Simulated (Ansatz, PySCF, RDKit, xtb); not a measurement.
# Which structure has the formula CH2AlB?

Given the formula CH2AlB and nothing else, which arrangement of the atoms is the most stable in the gas at 298.15 K, and what are its properties?

The funnel: GFN2-xTB relaxations, single points with a density functional, relaxations at B3LYP-D3(BJ)/6-311G**, harmonic vibrations, and a last energy at a higher level. All values are calculated.

4 further runs of the same task are left out: 4 set aside as unsound or not needed.

## (1) Candidates

A program enumerates the bonding patterns with one Lewis structure each (two rings at most, one unusual centre or charged pair), with their diastereomers. O–O, O–halogen and N–halogen bonds and N–N–N chains are not drawn. That gives 11 candidates.

| label | SMILES | spin |
| --- | --- | --- |
| c015 | C=[B][Al] | triplet |
| c110 | [C+]#[B-][AlH2] | singlet |
| c399 | [bH-]1[cH][Al+]1 | singlet |
| c431 | C=[B][Al] | singlet |
| c501 | B#[C][AlH2] | singlet |
| c667 | B=[CH][Al] | singlet |
| c759 | C#[B-][AlH+] | singlet |
| c801 | [B]1=[CH][AlH]1 | singlet |
| c805 | B=[C-][AlH+] | singlet |
| c842 | [BH-]1=[C+][AlH]1 | singlet |
| c970 | B=[CH][Al] | triplet |

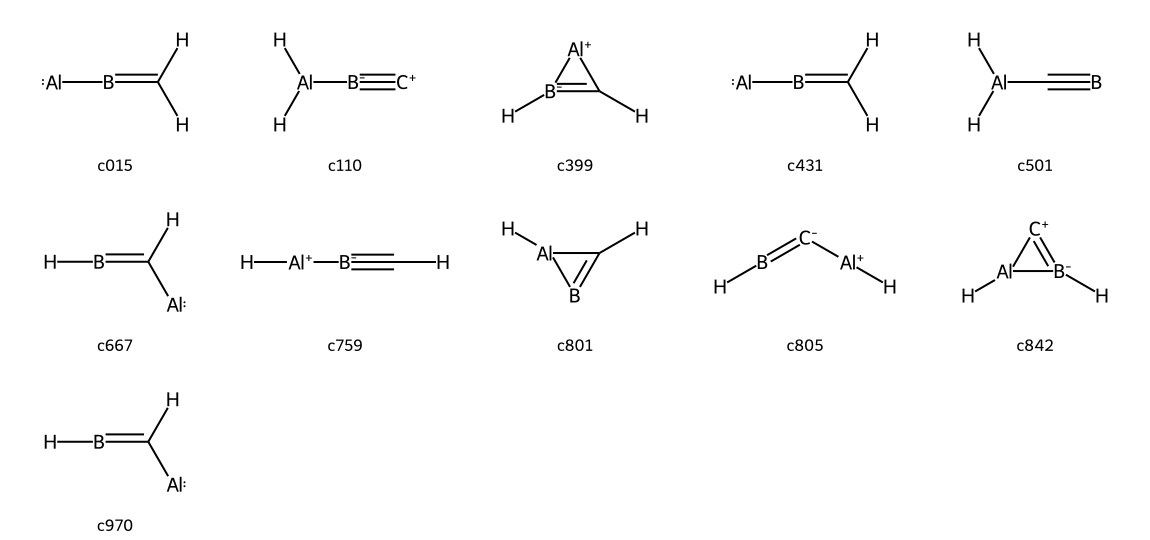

Structural formulas of the candidates.

Candidates are built by distance geometry, with a force field where one applies, in up to four conformers (letters a to d). 16 starts with atoms placed at random are added, to find patterns that the rules miss.

## (2) Cheap relaxation of all starts

All 27 starts are relaxed the same way. One of them, c457 (atoms placed at random), in full:

The input, start.xyz:

```xyz
5
c457
C      0.040800    -0.712610    -0.659350
Al     0.112130     0.818260     0.978100
B     -1.587140     1.075460     0.231150
H      0.537820     1.319660    -0.277310
H     -0.866840    -0.125180     0.243560
```

The run is started by

```bash
$ xtb start.xyz --gfn 2 --opt
```

Output, cut to the lines that bear on the results:

```text
* xtb version 6.7.1
[...]
          :  # basis functions                  20          :
[...]
          :  # electrons                        12          :
[...]
          :  Hamiltonian                  GFN2-xTB          :
[...]
          :  net charge                          0          :
          :  unpaired electrons                  0          :
[...]
   *** convergence criteria satisfied after 38 iterations ***
[...]
   *** GEOMETRY OPTIMIZATION CONVERGED AFTER 38 ITERATIONS ***
[...]
   *** convergence criteria satisfied after 3 iterations ***
[...]
         ::                     SUMMARY                     ::
         :::::::::::::::::::::::::::::::::::::::::::::::::::::
         :: total energy              -5.185659103297 Eh    ::
         :: gradient norm              0.000571839389 Eh/a0 ::
         :: HOMO-LUMO gap              0.573740211845 eV    ::
         ::.................................................::
         :: SCC energy                -5.244473849248 Eh    ::
         :: -> isotropic ES            0.012057683436 Eh    ::
         :: -> anisotropic ES          0.000370779079 Eh    ::
         :: -> anisotropic XC         -0.036153994480 Eh    ::
         :: -> dispersion             -0.002035608703 Eh    ::
         :: repulsion energy           0.058814745951 Eh    ::
         :: add. restraining           0.000000000000 Eh    ::
         :: total charge              -0.000000000001 e     ::
         :::::::::::::::::::::::::::::::::::::::::::::::::::::
[...]
         6        2.0000           -0.3067392              -8.3468 (HOMO)
         7        0.0000           -0.2856546              -7.7731 (LUMO)
[...]
     #   Z          covCN         q      C6AA      α(0)
     1   6 C        2.692    -0.231    34.182     9.568
     2  13 Al       1.750     0.060   201.294    34.674
     3   5 B        0.906     0.079    62.868    16.680
     4   1 H        0.924     0.047     2.364     2.404
     5   1 H        0.924     0.046     2.372     2.408
[...]
     #   Z sym  total        # sym  WBO       # sym  WBO       # sym  WBO
 ---------------------------------------------------------------------------
     1   6 C    3.913 --     2 Al   1.626     4 H    0.894     5 H    0.892
                             3 B    0.502
     2  13 Al   3.422 --     1 C    1.626     3 B    1.610
     3   5 B    2.135 --     2 Al   1.610     1 C    0.502
     4   1 H    0.998 --     1 C    0.894
     5   1 H    0.998 --     1 C    0.892
 ---------------------------------------------------------------------------
[...]
molecular dipole:
                 x           y           z       tot (Debye)
 q only:       -0.444       0.363       0.385
   full:        0.086      -0.075      -0.070       0.339
molecular quadrupole (traceless):
[...]
          | TOTAL ENERGY               -5.185659103297 Eh   |
          | GRADIENT NORM               0.000571839389 Eh/α |
          | HOMO-LUMO GAP               0.573740211845 eV   |
           -------------------------------------------------
[...]
```

It took 0.18 s on 1 thread of Intel Xeon Platinum 8259CL at 2.50GHz (Skylake/Cascade Lake), shared host.

## (3) The minima found

27 of the 27 relaxations converged; 14 ended on a minimum already found. 13 distinct structures remain:

| label | start | SMILES after | spin | energy (kcal/mol) | note |
| --- | --- | --- | --- | --- | --- |
| c990 | random and drawn | B=[CH][Al] | singlet | 0.0 |  |
| c805a | drawn | B=[C-][AlH+] | singlet | 1.0 |  |
| c842a | drawn and random | [BH-]1=[C+][AlH]1 | singlet | 1.1 |  |
| c908 | random | [BH-]1=[C+][AlH]1 | singlet | 1.2 |  |
| c470 | random and drawn | [B]1=[CH][AlH]1 | singlet | 10.7 |  |
| c501a | drawn and random | B#[C][AlH2] | singlet | 24.0 |  |
| c997 | random and drawn | [B+]1[C][AlH2-]1 | singlet | 25.6 |  |
| c661 | random | [BH2][C][Al] ‡ | singlet | 27.7 |  |
| c431a | drawn and random | C=[B][Al] | singlet | 29.8 |  |
| c970a | drawn | [bH-]1[cH][Al+]1 | triplet | 45.8 | bonds changed |
| c015a | drawn | C=[B][Al] | triplet | 59.0 |  |
| c560 | random | [BH][Al][CH] ‡ | singlet | 75.8 |  |
| c457 | random | [B][Al][CH2] ‡ | singlet | 81.4 |  |

‡ marks the bonded skeleton alone, with all bonds drawn single: no Lewis structure was assigned that passes a check against the bond lengths.

GFN2-xTB has no spin polarisation, so it can't rank spin states and is rough for open shells.

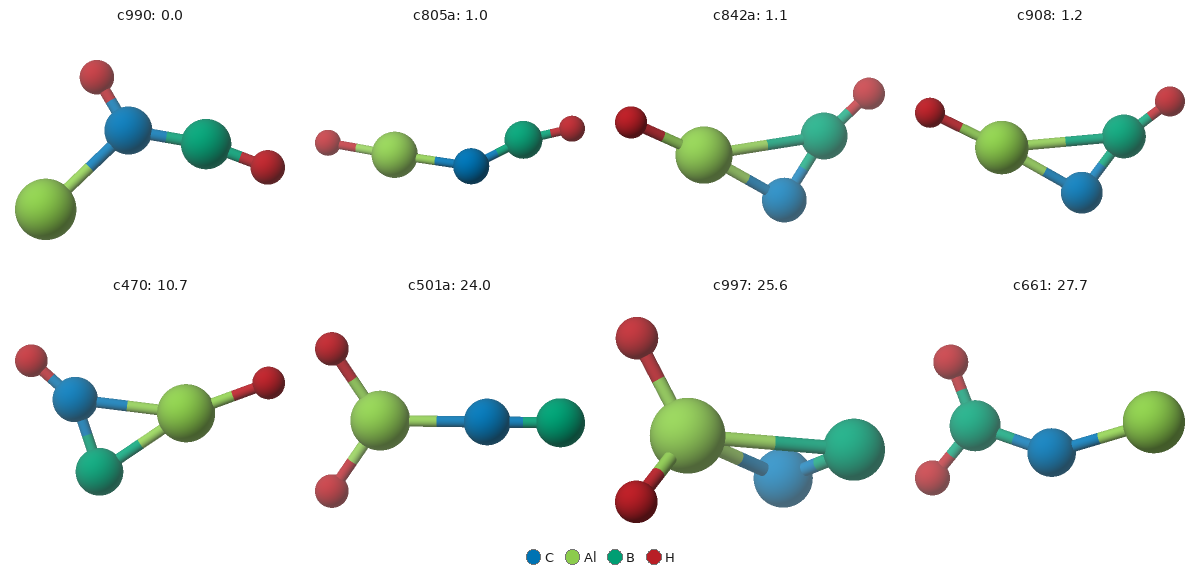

The 8 lowest minima that did not fall apart, with their GFN2-xTB energies in kcal/mol.

## (4) Single points on the low minima

A choice of the minima (the low ones first, few conformers of a pattern, up to a cap) and the lowest that fell apart get a single point at r2SCAN-D4/def2-SVP on the tight-binding geometry, and one at HF/STO-3G for comparison. The lowest singlets are also tried as triplets at the same geometry (label ending in t). The first, c990:

The input, input.yaml:

```yaml
crystal:
  periodic: [false, false, false]
  atoms:
    - symbol: C
      position_ang: [0.177117, 0.665070, 0.074376]
    - symbol: Al
      position_ang: [-0.817411, -0.398392, 1.435210]
    - symbol: B
      position_ang: [0.661167, 0.192845, -1.126637]
    - symbol: H
      position_ang: [0.979618, -0.390248, -2.067012]
    - symbol: H
      position_ang: [0.224948, 1.658764, 0.517504]
basis:
  gaussian: {orbitals: def2-SVP}
hamiltonian: {xc: r2scan, dispersion: d4}
scf: {lower_state_search: off}
```

The run is started by

```bash
$ ansatz run input.yaml --threads 1 --pin off --max-ram 2610MiB --events-out events.jsonl --progress --plain --runs-dir runs
```

Output, cut to the lines that bear on the results:

```text
Warning: RAYON_NUM_THREADS=1 ignored (pool sized by the plan → 1); use --threads N
Functional definition: r2SCAN
  name "r2SCAN"
[...]
621 factors; their error is unknown
[...]
mean field -8334.96095431 eV, -306.3041654313 hartree, gradient 9.6e-6 eV, S^2 0.000000; 0 other end points of the search recorded, 0 dependent functions left out
reference -8334.96096417 eV, -306.3041657937 hartree; 13, 13 occupied and 43, 43 virtual orbitals, 621 factors
Total energy: -8334.98424689 eV, -306.3050214179 hartree
Checks for a lower state left out: stability, starts, cluster_reference, orbital_swaps, neighbouring_geometries, increment
```

Run time: 1.2 s. Hardware: 1 thread of Intel Xeon Platinum 8259CL at 2.50GHz (Skylake/Cascade Lake), shared host.

Relative energies in kcal/mol, each column from its lowest structure that stays in one piece:

| label | SMILES | spin | GFN2-xTB | HF/STO-3G | r2SCAN-D4/def2-SVP |
| --- | --- | --- | --- | --- | --- |
| c990 | B=[CH][Al] | singlet | 0.0 | 0.0 | 0.0 |
| c842a | [BH-]1=[C+][AlH]1 | singlet | 1.1 | 32.8 | 17.2 |
| c908 | [BH-]1=[C+][AlH]1 | singlet | 1.2 | 35.5 | 17.6 |
| c805a | B=[C-][AlH+] | singlet | 1.0 | 45.1 | 22.3 |
| c470 | [B]1=[CH][AlH]1 | singlet | 10.7 | 48.7 | 22.4 |
| c970a | [bH-]1[cH][Al+]1 | triplet | 45.8 | 34.2 | 23.6 |
| c431a | C=[B][Al] | singlet | 29.8 | 28.3 | 27.0 |
| c661 | [BH2][C][Al] ‡ | singlet | 27.7 | 27.8 | 44.2 |
| c990t | B=[CH][Al] | triplet | – | – | 45.8 |
| c842at | [BH-]1=[C+][AlH]1 | triplet | – | – | 87.0 |
| c997 | [B+]1[C][AlH2-]1 | singlet | 25.6 | 110.7 | 103.9 |
| c501a | B#[C][AlH2] | singlet | 24.0 | 118.6 | 115.5 |

‡ marks the bonded skeleton alone, with all bonds drawn single: no Lewis structure was assigned that passes a check against the bond lengths.

## (5) Third filter: density-functional geometries

3 candidates are relaxed at B3LYP-D3(BJ)/6-311G** (chosen among the lowest in one piece). The first, c990:

The input, input.yaml:

```yaml
crystal:
  periodic: [false, false, false]
  atoms:
    - {symbol: C, position_ang: [0.177117, 0.665070, 0.074376]}
    - {symbol: Al, position_ang: [-0.817411, -0.398392, 1.435210]}
    - {symbol: B, position_ang: [0.661167, 0.192845, -1.126637]}
    - {symbol: H, position_ang: [0.979618, -0.390248, -2.067012]}
    - {symbol: H, position_ang: [0.224948, 1.658764, 0.517504]}
basis:
  gaussian:
    orbitals: 6-311G_st__st_-spherical.json
hamiltonian:
  xc: {name: B3LYP}
  dispersion: d3bj
scf:
  lower_state_search: off
relax:
  f_tol: 0.003
```

The basis set 6-311G** is read from a file made from the Basis Set Exchange's data (not shown).

The run is started by

```bash
$ ansatz run input.yaml --threads 1 --pin off --max-ram 2610MiB --events-out events.jsonl --progress --plain --runs-dir runs
```

Output, cut to the lines that bear on the results:

```text
Warning: RAYON_NUM_THREADS=1 ignored (pool sized by the plan → 1); use --threads N
[...]
Functional definition: B3LYP
  name "B3LYP"
[...]
675 factors; integrals over basis functions are off by at most 2.9e-4 eV
[...]
mean field -8341.88133062 eV, -306.5584845699 hartree, gradient 1.7e-6 eV, S^2 0.000000; 0 other end points of the search recorded, 0 dependent functions left out
[...]
reference -8341.88155331 eV, -306.5584927536 hartree; 13, 13 occupied and 61, 61 virtual orbitals, 675 factors
relax step   1: F+E_penalty+E_count = -8342.08672925 eV  Δ(F+E_penalty+E_count) = +0.000e0 eV  max|allowed force component| = 1.354e0 eV/Å  Δτ_max = 0.0000 Å  (15 SCF iters, accepted)
[...]
relax step   6: F+E_penalty+E_count = -8342.13404842 eV  Δ(F+E_penalty+E_count) = -2.261e-3 eV  max|allowed force component| = 1.348e-1 eV/Å  Δτ_max = 0.0311 Å  (19 SCF iters, accepted)
[...]
relax step   7: F+E_penalty+E_count = -8342.13451000 eV  Δ(F+E_penalty+E_count) = -4.616e-4 eV  max|allowed force component| = 1.676e-3 eV/Å  Δτ_max = 0.0047 Å  (15 SCF iters, accepted)
Total energy: -8342.13473065 eV, -306.5677968494 hartree
Atom 0 at     0.211845     0.779178     0.066619 Å, force    -0.000798    -0.000229     0.001055 eV/Å
Atom 1 at    -0.759256    -0.495958     1.271670 Å, force    -0.000136    -0.000542     0.000007 eV/Å
Atom 2 at     0.634023     0.191599    -1.076352 Å, force     0.001257    -0.000143    -0.001676 eV/Å
Atom 3 at     0.911588    -0.489126    -1.987059 Å, force    -0.000828     0.000719     0.001541 eV/Å
Atom 4 at     0.227239     1.742346     0.558563 Å, force     0.000506     0.000195    -0.000927 eV/Å
Dipole moment:     0.016108    -0.009700    -0.036735 e Å
Checks for a lower state left out: stability, starts, cluster_reference, orbital_swaps, neighbouring_geometries, increment
```

Wall time 16 s (1 thread of Intel Xeon Platinum 8259CL at 2.50GHz (Skylake/Cascade Lake), shared host).

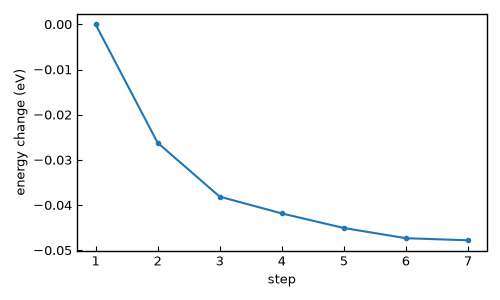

Energy along the run, all evaluated steps.

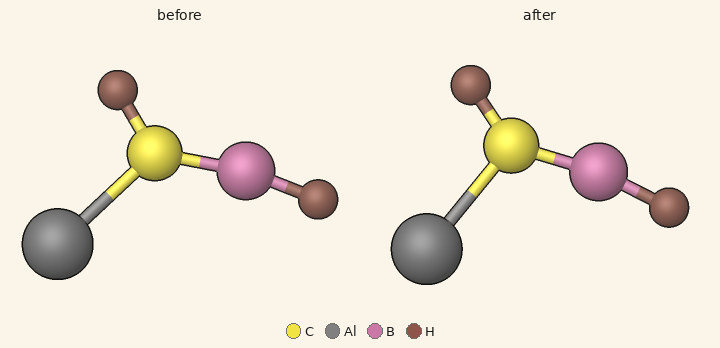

Before and after, at one scale.

After the run. Bond lengths: C1–Al2 2.005 Å, C1–B3 1.353 Å, B3–H4 1.170 Å, C1–H5 1.082 Å. Angles: Al2–C1–B3 112.5°, Al2–C1–H5 107.4°, B3–C1–H5 140.1°, C1–B3–H4 169.8°.

## (6) After refinement

| label | spin | r2SCAN-D4/def2-SVP (kcal/mol) | B3LYP-D3(BJ)/6-311G**, relaxed (kcal/mol) | time | note |
| --- | --- | --- | --- | --- | --- |
| c990 | singlet | 0.0 | 0.0 | 16 s |  |
| c842a | singlet | 17.2 | 23.3 | 18 s |  |
| c908 | singlet | 17.6 | 23.3 | 17 s | same minimum as c842a |

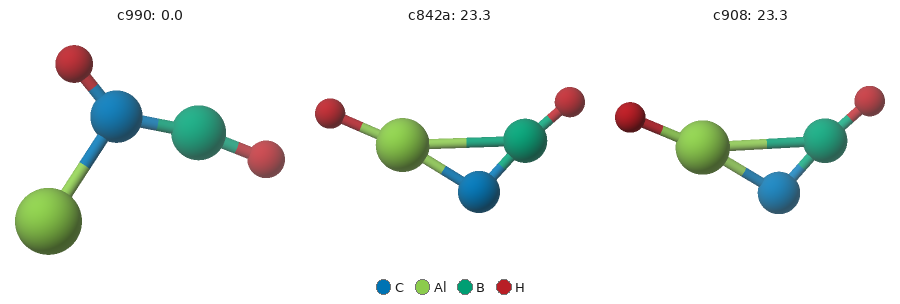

The relaxed structures, with energies at B3LYP-D3(BJ)/6-311G** in kcal/mol.

## (7) Are they minima? Harmonic frequencies

The lowest few in one piece go on as finalists. Harmonic vibrations at B3LYP-D3(BJ)/6-311G** test each finalist and give the zero-point energy and the thermal terms. The first, c990:

The input, input.yaml:

```yaml
crystal:
  periodic: [false, false, false]
  atoms:
    - symbol: C
      position_ang: [0.211845, 0.779178, 0.066619]
    - symbol: Al
      position_ang: [-0.759256, -0.495958, 1.271670]
    - symbol: B
      position_ang: [0.634023, 0.191599, -1.076352]
    - symbol: H
      position_ang: [0.911588, -0.489126, -1.987059]
    - symbol: H
      position_ang: [0.227239, 1.742346, 0.558563]
basis:
  gaussian: {orbitals: 6-311G_st__st_-spherical.json}
hamiltonian: {xc: {name: B3LYP}, dispersion: d3bj}
scf: {lower_state_search: "off"}
phonons: {}
```

The basis set 6-311G** is read from a file made from the Basis Set Exchange's data (not shown).

The run is started by

```bash
$ ansatz run input.yaml --threads 1 --pin off --max-ram 2610MiB --events-out events.jsonl --progress --plain --runs-dir runs
```

Output, cut to the lines that bear on the results:

```text
Warning: RAYON_NUM_THREADS=1 ignored (pool sized by the plan → 1); use --threads N
[... 2 set-up lines as earlier in the session ...]
[...]
676 factors; integrals over basis functions are off by at most 2.7e-4 eV
[...]
mean field -8341.92689254 eV, -306.5601589397 hartree, gradient 3.7e-6 eV, S^2 0.000000; 0 other end points of the search recorded, 0 dependent functions left out
[...]
reference -8341.92711341 eV, -306.5601670565 hartree; 13, 13 occupied and 61, 61 virtual orbitals, 676 factors
[...]
676 factors; integrals over basis functions are off by at most 2.7e-4 eV
mean field -8341.92685717 eV, -306.5601576397 hartree, gradient 1.6e-6 eV, S^2 0.000000; 0 other end points of the search recorded, 0 dependent functions left out
[...]
reference -8341.92707804 eV, -306.5601657567 hartree; 13, 13 occupied and 61, 61 virtual orbitals, 676 factors
[...]
676 factors; integrals over basis functions are off by at most 2.7e-4 eV
[...]
mean field -8341.92686419 eV, -306.5601578977 hartree, gradient 1.6e-6 eV, S^2 0.000000; 0 other end points of the search recorded, 0 dependent functions left out
[...]
reference -8341.92708507 eV, -306.5601660149 hartree; 13, 13 occupied and 61, 61 virtual orbitals, 676 factors
Total energy: -8342.13473138 eV, -306.5677968760 hartree
Atom 0 at     0.211845     0.779178     0.066619 Å, force    -0.000796    -0.000223     0.001054 eV/Å
Atom 1 at    -0.759256    -0.495958     1.271670 Å, force    -0.000136    -0.000543     0.000007 eV/Å
Atom 2 at     0.634023     0.191599    -1.076352 Å, force     0.001251    -0.000141    -0.001662 eV/Å
Atom 3 at     0.911588    -0.489126    -1.987059 Å, force    -0.000824     0.000715     0.001529 eV/Å
Atom 4 at     0.227239     1.742346     0.558563 Å, force     0.000506     0.000192    -0.000928 eV/Å
Dipole moment:     0.016108    -0.009700    -0.036737 e Å
Vibrations: 155.02 427.24 532.30 666.04 728.83 817.79 1552.27 2834.74 3226.48 cm⁻¹, zero-point energy 0.678238 eV
Checks for a lower state left out: stability, starts, cluster_reference, orbital_swaps, neighbouring_geometries, increment
```

Run time: 49 s. Hardware: 1 thread of Intel Xeon Platinum 8259CL at 2.50GHz (Skylake/Cascade Lake), shared host.

## (8) Zero-point energy and free-energy terms

At 298.15 K and 1 atm, ideal gas, rigid rotor and harmonic oscillator:

| label | SMILES | spin | point group | lowest mode (cm⁻¹) | zero-point (kcal/mol) | G − E (kcal/mol) |
| --- | --- | --- | --- | --- | --- | --- |
| c990 | B=[CH][Al] | singlet | Cs | 155 | 15.6 | -0.6 |
| c842a | [BH-]1=[C+][AlH]1 | singlet | Cs | 195 | 14.0 | -2.0 |

## (9) Last filter: a higher level

Each finalist gets a single point at CCSD(T)/def2-TZVPP.

c990, CCSD(T)/def2-TZVPP:

The input, input.yaml:

```yaml
crystal:
  periodic: [false, false, false]
  atoms:
    - {symbol: C, position_ang: [0.211845, 0.779178, 0.066619]}
    - {symbol: Al, position_ang: [-0.759256, -0.495958, 1.271670]}
    - {symbol: B, position_ang: [0.634023, 0.191599, -1.076352]}
    - {symbol: H, position_ang: [0.911588, -0.489126, -1.987059]}
    - {symbol: H, position_ang: [0.227239, 1.742346, 0.558563]}
basis:
  gaussian: {orbitals: def2-TZVPP}
correlation: {method: ccsd_t, frozen_orbitals: {C: 1, B: 1, H: 0, Al: 5}}
magnetization: {spin_polarized: false, initial_magnetization: 0}
```

The run is started by

```bash
$ ansatz run input.yaml --threads 1 --pin off --max-ram 2610MiB --events-out events.jsonl --progress --plain --runs-dir runs
```

Output, cut to the lines that bear on the results:

```text
Warning: RAYON_NUM_THREADS=1 ignored (pool sized by the plan → 1); use --threads N
Functional definition: HF
  name "HF"
[...]
788 factors; integrals over basis functions are off by at most 8.5e-4 eV
[...]
mean field -8315.50609563 eV, -305.5892125619 hartree, gradient 4.7e-6 eV, S^2 0.000000; 1 other end points of the search recorded, 0 dependent functions left out; unrestricted orbitals would lower it
7 core orbitals not correlated: weight in the atoms' cores, before any rotation towards them, 1.000 or more for the frozen orbitals, at most 0.000 for the correlated occupied ones
reference -8315.50609563 eV, -305.5892125619 hartree; 6, 6 occupied and 119, 119 virtual orbitals, 788 factors
second order -8.44819094 eV of doubles, -0.00000000 eV of singles
cycle   1  -8.77269978 eV  change   -3.2e-1 eV  update   9.4e-2
[...]
cycle  12  -9.16970379 eV  change    9.9e-7 eV  update   4.7e-6
perturbative correction -0.48341339 eV, -0.0177651146 hartree
Total energy: -8325.15921282 eV, -305.9439580754 hartree
```

Wall time 14 s (1 thread of Intel Xeon Platinum 8259CL at 2.50GHz (Skylake/Cascade Lake), shared host); peak memory 0.63 GiB.

## (10) c842a at CCSD(T)/def2-TZVPP

The input, input.yaml:

```yaml
crystal:
  periodic: [false, false, false]
  atoms:
    - {symbol: C, position_ang: [-1.044257, -0.932008, -2.756825]}
    - {symbol: Al, position_ang: [-0.090798, -0.601764, -1.294308]}
    - {symbol: B, position_ang: [-1.063590, 0.313318, -3.326087]}
    - {symbol: H, position_ang: [-1.158550, 1.320675, -3.920089]}
    - {symbol: H, position_ang: [0.723825, -0.526068, 0.044303]}
basis:
  gaussian:
    orbitals: def2-TZVPP
correlation:
  method: ccsd_t
  frozen_orbitals: {C: 1, B: 1, H: 0, Al: 5}
```

The run is started by

```bash
$ ansatz run input.yaml --threads 1 --pin off --max-ram 2610MiB --events-out events.jsonl --progress --plain --runs-dir runs
```

Output, cut to the lines that bear on the results:

```text
Warning: RAYON_NUM_THREADS=1 ignored (pool sized by the plan → 1); use --threads N
[... 2 set-up lines as earlier in the session ...]
[...]
794 factors; integrals over basis functions are off by at most 1.1e-3 eV
[...]
mean field -8314.44087278 eV, -305.5500663442 hartree, gradient 3.9e-6 eV, S^2 0.000000; 0 other end points of the search recorded, 0 dependent functions left out
7 core orbitals not correlated: weight in the atoms' cores, before any rotation towards them, 1.000 or more for the frozen orbitals, at most 0.000 for the correlated occupied ones
reference -8314.44087278 eV, -305.5500663442 hartree; 6, 6 occupied and 119, 119 virtual orbitals, 794 factors
second order -8.83985651 eV of doubles, -0.00000000 eV of singles
cycle   1  -8.90859820 eV  change   -6.9e-2 eV  update   9.2e-2
[...]
cycle  11  -9.31184193 eV  change   -3.2e-6 eV  update   4.0e-6
perturbative correction -0.56626048 eV, -0.0208096890 hartree
Total energy: -8324.31897519 eV, -305.9130799122 hartree
```

Run time: 16 s. Hardware: 1 thread of Intel Xeon Platinum 8259CL at 2.50GHz (Skylake/Cascade Lake), shared host; peak memory 0.63 GiB.

For c990 the log finds that unrestricted Hartree-Fock orbitals lie lower, a sign to watch the closed-shell reference there.

[end of part 1 of 2]
